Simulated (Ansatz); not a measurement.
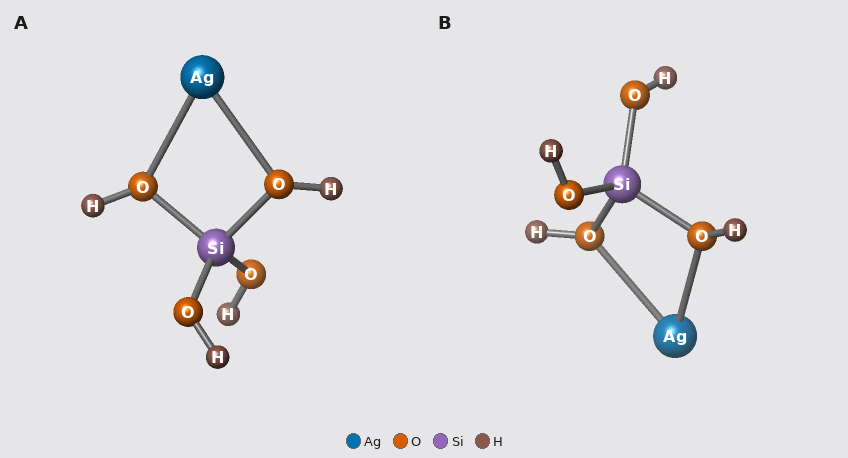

2 stationary structures of one formula. State: charge +1, singlet. Geometries: PBE-D4/def2-SVP. Electronic energies: PBE-D4/def2-SVP (Ansatz 0.2.0), without zero-point energy. No frequency run is at hand to confirm each as a minimum.

**Rank them by energy, lowest first.**

A is lowest; B lies 0.2 kcal/mol above it.
